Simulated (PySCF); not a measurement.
SMILES C#Cc1ccc(C(F)(F)F)cc1 at its GFN2-xTB optimised geometry (Å):

```
17

C     -2.0614    -3.0268    -0.0060
C     -1.4568    -1.9897    -0.0013
C     -0.7469    -0.7652     0.0000
C     -1.4402     0.4459     0.0009
C     -0.7482     1.6402     0.0009
C      0.6416     1.6294    -0.0043
C      1.3953     2.9269     0.0281
F      0.7290     3.9343    -0.5569
F      1.6490     3.3322     1.2904
F      2.5882     2.8534    -0.5833
C      1.3414     0.4285     0.0000
C      0.6487    -0.7652     0.0000
H     -2.5882    -3.9343    -0.0062
H     -2.5195     0.4416     0.0020
H     -1.2789     2.5800    -0.0005
H      2.4207     0.4351    -0.0021
H      1.1811    -1.7041     0.0005
```

Calculation: PBE/def2-SVP run with PySCF. Cells within 0.4 Å of a nucleus heavier than hydrogen are left out (blank, or x).

Map of the electron localisation function on the plane z = 1.0 Å:

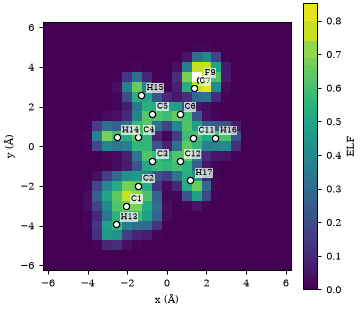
Figure: Electron localisation function on the plane z = 1.0 Å.
